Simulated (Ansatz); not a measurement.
# Ligand exchange: C4H8Cl2 + C2H4Sn → C4H9Cl + C2H3ClSn

Species: C4H8Cl2 (1,4-dichlorobutane) `ClCCCCCl`, singlet; C2H4Sn `C#[C][SnH3]`, singlet; C4H9Cl (1-chlorobutane) `CCCCCl`, singlet; C2H3ClSn `C#[C][SnH2][Cl]`, singlet. The partners trade Cl for H: C–Cl and Sn–H bonds give way to C–H and Sn–Cl.

Shapes, held fixed at every level: PBE0-D4/def2-TZVP. Flexible molecules stand in one conformer, not always the lowest. Programs: Ansatz 0.2.0. Electronic energies: no zero-point or thermal term.

| level | kind | ΔE (kJ/mol) | less CCSD(T)/def2-TZVPP |
| --- | --- | --- | --- |
| BHLYP-D4/def2-TZVPP | global hybrid | -151.7 | -10.4 |
| r2SCAN0-D4/def2-TZVPP | global hybrid | -147.9 | -6.6 |
| wB97M-V/def2-TZVPP | range-separated hybrid | -143.5 | -2.2 |
| wB97X-V/def2-TZVPP | range-separated hybrid | -143.1 | -1.8 |
| MP2/def2-TZVPP | perturbation theory | -146.2 | -4.9 |
| CCSD(T)/def2-SVP | coupled cluster or CI | -143.1 | -1.8 |
| CCSD(T)/def2-TZVPP | coupled cluster or CI | -141.3 | 0.0 |

The highest level, CCSD(T)/def2-TZVPP, gives ΔE = -141.3 kJ/mol; the levels span -151.7 to -141.3. The column of differences is taken from that level and isn't an error. No measured value is set beside it here. For atoms past krypton def2 sets carry core potentials with scalar relativity. Correlated rows may include outer-core shells of Sn, which these sets cover unevenly.

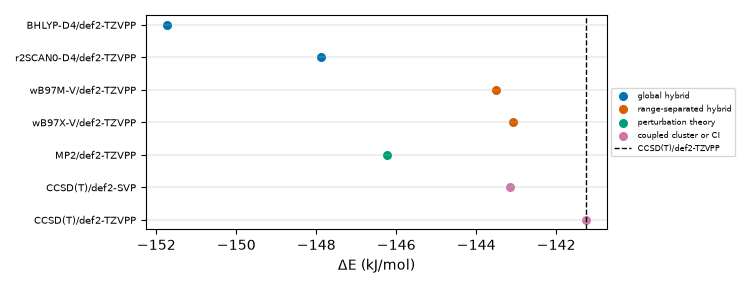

The values of the table, level by level.
